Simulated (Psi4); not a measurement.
**H3PO (SMILES O=[PH3]): PBE/aug-pcseg-2 (density fitting, sweep point 3)**

What is the vertical ionisation energy of H3PO at PBE/aug-pcseg-2 (density fitting, sweep point 3)? 

Program for the calculation: Psi4 1.11.

### Step 1. The system as given

H3PO: 5 atoms, total charge 0, spin state singlet. As SMILES, `O=[PH3]`. The shape is that of a GFN2-xTB optimisation.

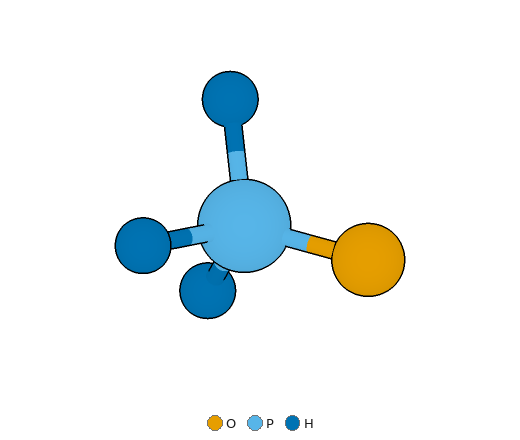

Viewed from a chosen angle; oxygen amber, phosphorus blue, hydrogen blue.

### Step 2. The energy at PBE/aug-pcseg-2 (density fitting, sweep point 3)

Contents of job.py:

```python
import psi4

psi4.set_memory(1600000000)
psi4.set_num_threads(1)
psi4.core.set_output_file('run.log', False)

m = psi4.geometry("""
O     -1.381960    -0.328270     0.532950
P     -0.058510    -0.014650     0.022530
H      0.807060     0.564860     0.939400
H      0.663660    -1.098320    -0.454890
H     -0.030250     0.876380    -1.039990
symmetry c1
""")

psi4.set_options({
    'basis': 'aug-pcseg-2',
    'puream': True,
    'scf_type': 'df',
    'dft_radial_points': 99,
    'dft_spherical_points': 590,
})

energy_value = psi4.energy('pbe', molecule=m)
print(f'pbe energy: {energy_value:.10f} Eh')
```

On the command line:

```console
$ python job.py
```

run.log:

```text
[...]
  Running in c1 symmetry.
[...]
  Nuclear repulsion =   66.903001425581039
[...]
  Multiplicity = 1
[...]
  Nalpha       = 13
  Nbeta        = 13
[...]
    Number of basis functions: 165
[...]
   @DF-RKS iter   1:  -417.91232881022631    1.36330e-01   5.09255e-03 ADIIS/DIIS
[...]
   @DF-RKS iter   9:  -418.18616016551448   -7.10717e-08   1.80216e-07 DIIS
[...]
    Orbital Energies [Eh]
    ---------------------
    Doubly Occupied:
       1A    -76.342872     2A    -18.708286     3A     -6.359980
       4A     -4.575281     5A     -4.575275     6A     -4.573967
       7A     -0.899586     8A     -0.594225     9A     -0.409994
      10A     -0.409662    11A     -0.343260    12A     -0.254649
      13A     -0.254598
[...]
  @DF-RKS Final Energy:  -418.18616016551448
   => Energetics <=
    Nuclear Repulsion Energy =             66.9030014255810386
    One-Electron Energy =                -710.3010650800935082
    Two-Electron Energy =                 258.0090340808469023
    DFT Exchange-Correlation Energy =     -32.7971305918489122
    Empirical Dispersion Energy =           0.0000000000000000
    VV10 Nonlocal Energy =                  0.0000000000000000
    Total Energy =                       -418.1861601655144796
[...]
 Multipole Moments:
 ------------------------------------------------------------------------------------
     Multipole            Electronic (a.u.)      Nuclear  (a.u.)        Total (a.u.)
 ------------------------------------------------------------------------------------
 L = 1.  Multiply by 2.5417464519 to convert [e a0] to [Debye]
 Dipole X            :         -1.0144221            2.2501042            1.2356822
 Dipole Y            :         -0.2447536            0.5367392            0.2919856
 Dipole Z            :          0.3909157           -0.8676454           -0.4767297
 Magnitude           :                                                    1.3562585
[...]
```

On the terminal:

```text
pbe energy: -418.1861601655 Eh
```

It took 21 s on 1 thread of Intel Xeon Platinum 8488C (Sapphire Rapids), shared host; peak memory 0.92 GiB.

### Step 3. The doublet cation, same level

Contents of job.py:

```python
import psi4

psi4.set_memory('1600 MB')
psi4.set_num_threads(1)
psi4.set_output_file('h3op.out', False)

geom = psi4.geometry("""
1 2
O     -1.381960    -0.328270     0.532950
P     -0.058510    -0.014650     0.022530
H      0.807060     0.564860     0.939400
H      0.663660    -1.098320    -0.454890
H     -0.030250     0.876380    -1.039990
symmetry c1
""")

options = {'basis': 'aug-pcseg-2', 'reference': 'uks', 'puream': True, 'scf_type': 'df', 'dft_radial_points': 99, 'dft_spherical_points': 590, 'maxiter': 150}
psi4.set_options(options)

energy_value, wavefunction = psi4.energy("PBE", return_wfn=True)
print(f'PBE energy: {energy_value:.10f} Eh')
```

On the command line:

```console
$ python job.py
```

h3op.out:

```text
[...]
  Running in c1 symmetry.
[...]
  Nuclear repulsion =   66.903001425581039
[...]
  Multiplicity = 2
[...]
  Nalpha       = 13
  Nbeta        = 12
[...]
    Number of basis functions: 165
[...]
   @DF-UKS iter   1:  -417.67438406198869    3.74275e-01   3.22741e-03 ADIIS/DIIS
[...]
   @DF-UKS iter  25:  -417.78098032625866   -2.09783e-08   1.29777e-07 DIIS
[...]
   @S^2 Observed:                7.537059798E-01
[...]
    Orbital Energies [Eh]
    ---------------------
    Alpha Occupied:
       1A    -76.635825     2A    -19.105338     3A     -6.658729
       4A     -4.874522     5A     -4.873267     6A     -4.871404
       7A     -1.276331     8A     -0.888027     9A     -0.728449
      10A     -0.696093    11A     -0.684852    12A     -0.625554
      13A     -0.581666
    Alpha Virtual:
      14A     -0.298233    15A     -0.248909    16A     -0.242567
      17A     -0.228953    18A     -0.143358    19A     -0.139404
      20A     -0.119283    21A     -0.115389    22A     -0.108704
      23A     -0.089207    24A     -0.059495    25A     -0.057197
[...]
  @DF-UKS Final Energy:  -417.78098032625866
   => Energetics <=
    Nuclear Repulsion Energy =             66.9030014255810386
    One-Electron Energy =                -702.0878711183047471
    Two-Electron Energy =                 249.8756930975939383
    DFT Exchange-Correlation Energy =     -32.4718037311288796
    Empirical Dispersion Energy =           0.0000000000000000
    VV10 Nonlocal Energy =                  0.0000000000000000
    Total Energy =                       -417.7809803262586570
[...]
 Multipole Moments:
 ------------------------------------------------------------------------------------
     Multipole            Electronic (a.u.)      Nuclear  (a.u.)        Total (a.u.)
 ------------------------------------------------------------------------------------
 L = 1.  Multiply by 2.5417464519 to convert [e a0] to [Debye]
 Dipole X            :         -0.9593249            2.2501042            1.2907793
 Dipole Y            :         -0.1750939            0.5367392            0.3616453
 Dipole Z            :          0.4915687           -0.8676454           -0.3760767
 Magnitude           :                                                    1.3922400
[...]
```

On the terminal:

```text
PBE energy: -417.7809803263 Eh
```

Run time: 66 s. Hardware: 1 thread of Intel Xeon Platinum 8488C (Sapphire Rapids), shared host; peak memory 0.92 GiB.

### Step 4. Summary of results

Level: PBE/aug-pcseg-2 (density fitting, sweep point 3).

| quantity | value |
| --- | --- |
| singlet H3PO: total energy | -418.18616 Eh |
| singlet H3PO: dipole moment | 3.45 D |
| singlet H3PO: HOMO energy | -6.93 eV |
| singlet H3PO: LUMO energy | -1.12 eV |
| singlet H3PO: HOMO–LUMO gap | 5.80 eV |
| doublet cation: total energy | -417.78098 Eh |
| doublet cation: HOMO energy (highest over α and β) | -15.44 eV |
| doublet cation: LUMO energy (lowest over α and β) | -15.11 eV |
| doublet cation: ⟨S²⟩ | 0.754 |
| vertical ionisation energy (to the doublet cation) | 11.026 eV |

In words: The vertical ionisation energy comes to 11.03 eV (1064 kJ/mol). The negative HOMO energy of the first species, 6.93 eV, lies 4.10 eV below that difference.
